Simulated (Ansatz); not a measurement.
# What NaCdCl3 (model cell, started as cubic perovskite with Cd in the octahedra) distorts into, part 3 of 3

Which phase does NaCdCl3 (model cell, started as cubic perovskite with Cd in the octahedra) fall into along its unstable mode, and how much energy does it gain?

Ansatz 0.2.0; DFT r2SCAN, scalar-relativistic, plane waves, PAW; PAW set soft_1.

So far. Step 5 (Energy along the mode, all amplitudes (two of the runs …): The lowest of the steps tried is the last one, at 0.6 Å, 26.9 meV/atom below the parent; the bottom of the well need not coincide with a step. Step 7 (The new phase in its own primitive cell): The largest force component left is 0.47 meV/Å and the pressure is 0.005 GPa, within the tolerances set. The cell now holds 28.44 Å³/atom. The relaxed cell has a = 7.300, c = 9.245 Å (conventional setting).

The structure was built from a prototype and need not be the compound's stable phase.

## (8) Modes of the new phase

A relaxed structure may still be a saddle point, so its zone-centre modes are computed. The response to a homogeneous field gives the Born charges and the dielectric tensor.

input.yaml

```yaml
crystal:
  lattice:
    - [3.6500159529, 2.1073376929, 3.0817184366]
    - [-3.6500159529, 2.1073376929, 3.0817184366]
    - [0.0, -4.2146753859, 3.0817184366]
  atoms:
    - { symbol: Na, position: [0.8991651427, 0.8991651427, 0.8991651427] }
    - { symbol: Cd, position: [0.5051699682, 0.5051699682, 0.5051699682] }
    - { symbol: Cl, position: [0.5303163583, 0.01302052, 0.5303163583] }
    - { symbol: Cl, position: [0.01302052, 0.5303163583, 0.5303163583] }
    - { symbol: Cl, position: [0.5303163583, 0.5303163583, 0.01302052] }
kpoints:
  mp_grid: { grid: [6, 6, 6] }
hamiltonian:
  xc: r2scan
  pseudopotentials: { kind: paw, azcp: { folder: soft_1 } }
scf:
  occupations: { method: fixed }
output:
  eigenvalues: true
phonons:
  method: dfpt
  dielectric: true
  rigid_motions: translations
```

Command:

```console
$ ansatz run input.yaml --threads 4 --pin off --max-ram 16384MiB --backend cpu --events-out ev --progress --plain --runs-dir out
```

Numbers of over 12 decimals in the logs are rounded to 6 here.

The log of the run:

```text
[...]
Crystal: 5 atoms, lattice volume = 142.224 Å³
Basis set: ecut = 500 eV, 3623 PW (Γ), exchange–correlation on 400×400×400 points (1000 copies of the dense FFT grid, shifted against one another)
Bands: 30, of which v1, the nominal top of the filled ones, is band 25 counted from 1 (24 counted from 0)
Symmetry: 6 space group operations
k-points: 112 of 216 (irreducible under 1 space group operation, time reversal used)
[...]
SCF iter   1: F=—  HF=-13017.223175 eV  |F-HF|=—  |Δ(HF+E_count)|=         —  Δρ=6.66e-2  dr2=5.64e0  dr2_τ=1.49e-2  ethr=3.10e-3  ⟨swp⟩=5.0  Hψ=12376  notcnv=0  defer=314
[...]
SCF iter  11: F=-13015.094478 eV  HF=-13015.094478 eV  |F-HF|=6.91e-11  |Δ(HF+E_count)|=   1.68e-9  Δρ=1.35e-7  dr2=3.32e-11  dr2_τ=2.61e-12  ethr=1.00e-12  ⟨swp⟩=17.7  Hψ=27424  notcnv=0
SCF 1 converged in 11 iterations: F = -13015.094478 eV  dr2 = 3.32e-11
[...]
NSCF: frozen V_eff on 6 k-points
[...]
── the response to a field inside a basis, on 6×6×6 k-points: an SCF that follows is theirs, and a resumed run solves both again ──
Bands: 26, of which v1, the nominal top of the filled ones, is band 25 counted from 1 (24 counted from 0)
k-points: 28 of 216 (time reversal used)
[...]
Eigensolver: Dense (28 Hₖ)
SCF iter   1: F=—  HF=-13015.052474 eV  |F-HF|=—  |Δ(HF+E_count)|=         —  Δρ=2.76e-4  dr2=2.18e-5  dr2_τ=2.26e-5  ethr=1.00e-1
[...]
SCF iter   4: F=-13015.052507 eV  HF=-13015.052507 eV  |F-HF|=2.63e-9  |Δ(HF+E_count)|=   3.50e-8  Δρ=3.90e-6  dr2=3.21e-8  dr2_τ=1.64e-9  ethr=3.80e-10
SCF 1 converged in 4 iterations: F = -13015.052507 eV  dr2 = 3.21e-8
[...]
SCF converged after 11 iterations
Free energy (F): -13015.094478 eV
[...]
Internal energy: -13015.094478 eV  (E = F + TS)
E sigma→0 (E₀):  -13015.094478 eV
Fermi energy:    1.358083 eV
[...]
--- Band table (eV; the first three rows and the last of 112) ---
  k-point 0: bands = [... 21 lower, 0.5636, 0.6974, 0.7545, 0.7545, 3.9570, 6.5471, 10.1292, 10.1292, ... 1 higher]
  k-point 1: bands = [... 21 lower, 0.4984, 0.6438, 0.6609, 0.7416, 4.4711, 6.8013, 10.0023, 10.4119, ... 1 higher]
  k-point 2: bands = [... 21 lower, 0.3773, 0.5763, 0.5890, 0.7287, 5.6399, 7.4666, 9.4536, 11.0004, ... 1 higher]
  k-point 111: bands = [... 21 lower, 1.0923, 1.2352, 1.3581, 1.3581, 7.5592, 8.4664, 8.6335, 8.6335, ... 1 higher]
[...]
k mesh reduced under 1 symmetry operation, with k and −k counted as one. Each operation leaves every solved perturbation unchanged. A smaller set is not considered because the functional reads the kinetic-energy density
  ASR residual: 1.192e-4 → 0.000e0 eV/Å²; symmetrization residual: 2.054e-5 eV/Å²
  ASR residual per site (eV/Å²): 1.19e-4 1.85e-5 1.09e-4 1.09e-4 1.12e-4
[...]
ε∞ (high-frequency dielectric tensor):
        2.823462     0.000000     0.000000
        0.000000     2.823462     0.000000
        0.000000     0.000000     2.817900
  softest optical mode at Γ: -15.30 cm⁻¹; the repairs (sum rule, projections) moved no ω² at Γ by more than (2.26 cm⁻¹)²
  Born effective charges Z* (e; rows j = field, columns β = displacement):
    site 0:
         1.16726   -0.00000   -0.00000
         0.00000    1.16726    0.00000
        -0.00000    0.00000    1.11589
    site 1:
         2.60641    0.00000    0.00000
         0.00000    2.60641   -0.00000
        -0.00000   -0.00000    2.66219
    site 2:
        -1.49957    0.41861    0.55022
         0.41861   -1.01620   -0.31767
         0.52479   -0.30299   -1.25936
    site 3:
        -1.49957   -0.41861   -0.55022
        -0.41861   -1.01620   -0.31767
        -0.52479   -0.30299   -1.25936
    site 4:
        -0.77452    0.00000   -0.00000
         0.00000   -1.74126    0.63534
        -0.00000    0.60598   -1.25936
  Z* charge neutrality: 5.451e-3 e pre-enforcement
  solved inside a basis spanned on kpoints, on 6×6×6 k-points, its susceptibility summed on 10×10×10: ε∞ is read to err by 5.8e-3, Z* by 2.4e-2 e (field_mesh: kpoints solves on kpoints); Z* is corrected for what the basis lacks
  optical modes at Γ without the LO–TO term, one row a degenerate level:
      ω (cm⁻¹)  modes    IR ((D/Å)²/amu)
        -15.30      2             3.1337
         17.27      1             0.0000
         74.44      2             1.6199
         85.75      1             0.6717
        123.57      2             1.7521
        148.40      1             3.5519
        241.64      2             6.8961
        257.09      1             2.2939
  optical modes at Γ + LO–TO along q̂ = [1.0000, 0.0000, 0.0000]:
      ω (cm⁻¹)  modes    IR ((D/Å)²/amu)
        -15.30      1             1.5669
         17.27      1             0.0000
         49.61      1             0.1153
         74.44      1             0.8100
         85.75      1             0.6717
         95.16      1             0.3287
        123.57      1             0.8761
        144.78      1             0.9737
        148.40      1             3.5519
        241.64      1             3.4480
        257.09      1             2.2939
        286.50      1             5.2833
  optical modes at Γ + LO–TO along q̂ = [0.0000, 1.0000, 0.0000]:
      ω (cm⁻¹)  modes    IR ((D/Å)²/amu)
        -15.30      1             1.5669
         17.27      1             0.0000
[...]
148.40      1             3.5519
        241.64      1             3.4480
        257.09      1             2.2939
        286.50      1             5.2833
  optical modes at Γ + LO–TO along q̂ = [0.0000, 0.0000, 1.0000]:
      ω (cm⁻¹)  modes    IR ((D/Å)²/amu)
        -15.30      2             3.1337
         17.27      1             0.0000
         74.44      2             1.6199
         93.33      1             0.0917
        123.57      2             1.7521
        191.43      1             1.7622
        241.64      2             6.8961
        291.20      1             4.6636
```

It took 9.5 min on 4 threads of Arm Neoverse V2, shared host; peak memory 11 GiB; 37 min of CPU time.

This step gave:

| Property | Result |
| --- | --- |
| sum-rule residual before enforcement | 1.19e-4 eV/Å² |
| miss of the charge sum rule | 0.005451 e |
| estimated error of the dielectric tensor | 0.005822 |
| estimated error of the Born charges | 0.02400 e |
| point group | 3m |
| highest optical mode at the zone centre (no LO-TO term) | 257.1 cm⁻¹ |
| lowest optical zone-centre mode | -15.3 cm⁻¹ |
| mean high-frequency dielectric constant | 2.822 |
| largest Born charge (third of the trace) | 2.625 e |
| top of the zone-centre spectrum with the field | 291.2 cm⁻¹ |

Without the LO-TO term. Patterns of degenerate modes are one choice out of their space. The modes at Γ (shares of kinetic energy by element, %) (negative means imaginary):

```csv
mode,frequency (cm⁻¹),symmetry,Na %,Cd %,Cl %
1,-15.3,E,45,0,55
2,-15.3,E,45,0,55
3,0.0,acoustic,10,47,44
4,0.0,acoustic,10,46,44
5,0.0,acoustic,10,47,44
6,17.3,A2,0,0,100
7,74.4,E,10,42,48
8,74.4,E,10,42,48
9,85.8,A1,19,43,38
10,123.6,E,35,0,65
11,123.6,E,35,0,65
12,148.4,A1,71,1,27
13,241.6,E,0,11,89
14,241.6,E,0,11,89
15,257.1,A1,1,9,91
```

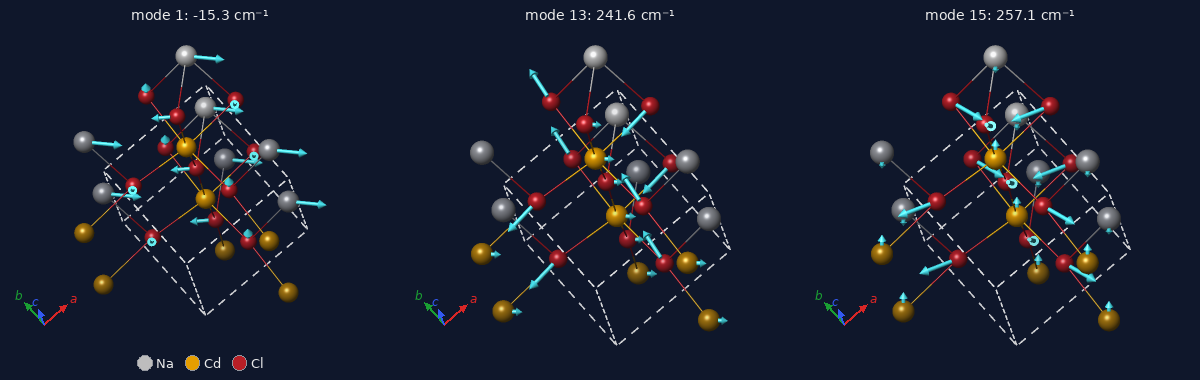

Displacement patterns of modes 1, 13 and 15 at Γ; arrows are exaggerated. 1×1×2 cells are drawn. Some periodic images of atoms are drawn too.

Optical modes at the zone centre, without and with the macroscopic field of the longitudinal modes; each column is sorted by frequency, so a row need not hold one and the same mode. Modes with and without the field, by row:

```csv
rank among optical modes,no field (cm⁻¹),"q along (1, 0, 0) (cm⁻¹)","q along (0, 0, 1) (cm⁻¹)"
1,-15.3,-15.3,-15.3
2,-15.3,17.3,-15.3
3,17.3,49.6,17.3
4,74.4,74.4,74.4
5,74.4,85.8,74.4
6,85.8,95.2,93.3
7,123.6,123.6,123.6
8,123.6,144.8,123.6
9,148.4,148.4,191.4
10,241.6,241.6,241.6
11,241.6,257.1,241.6
12,257.1,286.5,291.2
```

Born charge (rows field, columns displacement) (e), principal values of the symmetric part by kind of site:

```csv
atom,atoms with these values,low,middle,high,mean
Na1,1,1.12,1.17,1.17,1.15
Cd2,1,2.61,2.61,2.66,2.62
Cl3,3,-2.17,-0.83,-0.77,-1.26
```

In full for Na1:

```
1.17 0.00 0.00
0.00 1.17 0.00
0.00 0.00 1.12
```

High-frequency dielectric tensor:

```
2.82 0.00 0.00
0.00 2.82 0.00
0.00 0.00 2.82
```

Transverse modes; imaginary modes are left out. Lines of the infrared spectrum (strongest = 100):

```csv
position (cm⁻¹),label,relative intensity
17,A2,0.0
74,E,23
86,A1,10
124,E,25
148,A1,52
242,E,100
257,A1,33
```

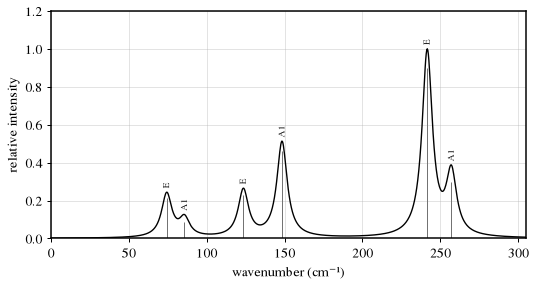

The infrared spectrum, broadened with Lorentzians of width 8 cm⁻¹; bars mark the lines.

Before it was imposed, the acoustic sum rule was missed by 1.2e-4 eV/Å² and the charge sum rule by 0.0055 e. Small misses are needed for a sound result but don't prove that mesh and cutoff are converged. The lowest optical mode is imaginary, 15.3i cm⁻¹, so the energy falls along it.

## (9) Outcome

```json
{"unstable mode of the parent": "q = (0, 0, 0), 93i cm⁻¹", "depth at the lowest point sampled": "26.9 meV/atom", "largest atomic shift at that point": "0.6 Å", "space group reached (within 0.01 Å)": "R3m", "energy gained over the parent (first relaxation, on the mesh of the frozen mode)": "40.2 meV/atom", "volume per atom, phase reached": "28.4 Å³", "gap on the k-mesh, phase reached": "2.60 eV", "lowest optical zone-centre mode, phase reached": "-15.3 cm⁻¹", "highest optical mode at the zone centre (no LO-TO term), phase reached": "257 cm⁻¹"}
```

In words: Along this mode the structure falls into R3m, 40.2 meV/atom below the parent. At the parent's cell the well is 26.94 meV/atom deep on the steps tried, with its lowest point at a shift of 0.6 Å. That is the last step tried, so the steps alone don't bracket the bottom of the well. Relaxing atoms and cell changes the gain by +13.27 meV/atom against the lowest step (energies at zero smearing). The new phase still has an imaginary mode at the zone centre of its cell, so it is a saddle point on the way to a lower structure. Of the 6 patterns followed to their end from this parent, this one ends 85.7 meV/atom above the lowest, Imma. Another end point lies within 1 meV/atom; how such a difference moves with mesh and cutoff was not tested. Each path keeps the symmetry of its pattern, so a lower phase may lie along a pattern not tried. The starting cell was built on a prototype and not taken from a measurement, so the phase need not exist.

[Logs are printed without paths, hosts, clocks, repeated set-up lines and the standing remarks that a program may print on its own settings, such as how far it seeks lower states.]

[Hosts, paths, dates, database ids (printed as entryN), source tags and the programs' standing remarks are cut or masked in the printed files.]
